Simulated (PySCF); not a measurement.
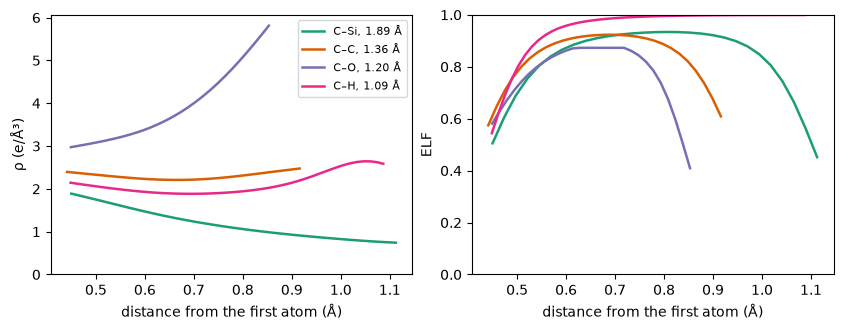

The picture shows: C7H10O2Si. Total electron density and electron localisation function along straight lines between neighbouring atoms. The curves leave out the atomic cores.

Geometry: GFN2-xTB.

Method: PySCF 2.14.0, PBE0/pcSseg-1, SCF density, gas phase, non-relativistic.

```xyz
20

C     2.5098    0.7970    1.2442
C     1.2586   -0.0385    1.1167
O     0.9323   -0.8615    1.9512
C     0.4838    0.2134   -0.0917
C    -0.6099   -0.4631   -0.5248
C    -1.3577   -1.5761    0.1165
C    -2.2883   -0.9486    1.1275
O    -3.4785   -0.8861    1.0145
C    -0.9805    0.1862   -1.8270
Si    0.5281    1.3657   -1.5936
H     3.0294    0.5595    2.1687
H     2.2442    1.8520    1.2305
H     3.1624    0.6035    0.3954
H    -1.9327   -2.1391   -0.6203
H    -0.6595   -2.2155    0.6619
H    -1.7553   -0.5103    1.9882
H    -0.9579   -0.5094   -2.6649
H    -1.9765    0.6263   -1.8018
H     0.2162    2.7713   -1.3560
H     1.6266    1.1840   -2.5382
```

Compare the contacts.

Answer. C–Si (1.89 Å): ρ at the midpoint is about 0.88 e/Å³; the ELF peaks at about 0.95 between the atoms (localised, covalent bonding).
C–C (1.36 Å): ρ at the midpoint is about 2.2 e/Å³; the ELF peaks at about 0.90 between the atoms: localised, covalent bonding.
C–O (1.20 Å): ρ is about 3.4 e/Å³ halfway; the ELF peaks at about 0.85 between the atoms; a multiple bond.
C–H (1.09 Å): the density is about 2 e/Å³ at the midpoint; the ELF climbs to about 1 towards the hydrogen, as it does in any bond to H (an ordinary covalent bond to hydrogen).
